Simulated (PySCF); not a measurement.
Vertical excitations of a molecule C2H9NOSi from TDA-ωB97X/def2-SVPD in PySCF 2.14.0, as energy in eV (oscillator strength): 7.05 (0.053), 8.03 (0.005), 8.29 (0.014), 8.58 (0.004), 8.60 (0.005), 8.69 (0.034), 8.73 (0.015), 8.96 (0.138), 9.07 (0.067), 9.30 (0.074). Lowest triplet (TDA): 6.75 eV. Coordinates come from a PBE-D3(BJ)/def2-SVP optimisation. Other conformers were not sampled.

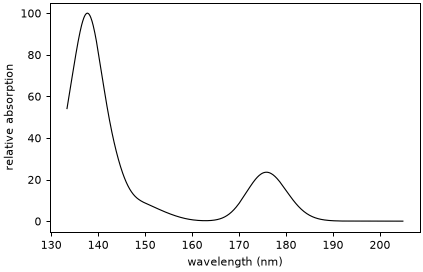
*The lines broadened by 0.4 eV.*

Problem. Which structure fits?
(A) CN(C)[SiH2]O
(B) C[Si@H](O)CN
(C) CCO[SiH2]N
(D) CO[Si@H](C)N

Solution. D, CO[Si@H](C)N
